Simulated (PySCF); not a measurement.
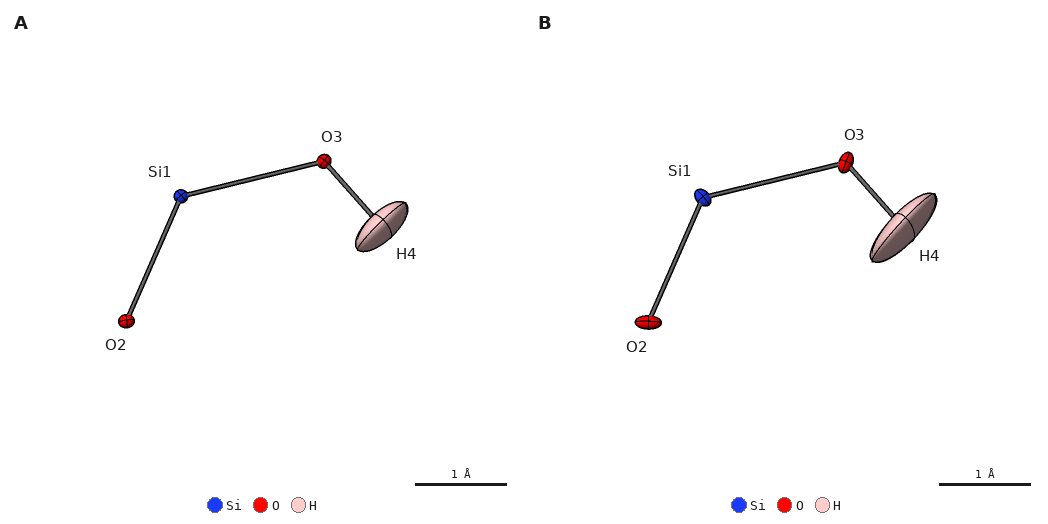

Displacement ellipsoids at the 50 % level, scaled by 1.5, from the internal vibrations of the free molecule (harmonic, no overall translation or rotation; no half-axis is drawn under 0.075 Å). State: neutral, doublet. Vibrations computed with UKS-based PBE0, Si def2-TZVP, O def2-TZVP, H def2-TZVP; non-relativistic; density fitting (PySCF 2.14.0). One panel is for 100 K, the other for 600 K.

Which panel is for 600 K?

Answer. B.

How much does the mean-square displacement of H4 grow, and why?

Answer. U_eq goes from 0.0211 to 0.0424 Å², a factor of 2.0. Modes below kT (417 cm⁻¹ at 600 K) grow about in proportion to T, and the lowest lies at 290 cm⁻¹; the mean-square amplitude of a mode is its zero-point value times coth(ħω/2kT), which comes close to 1 only above about 3kT.
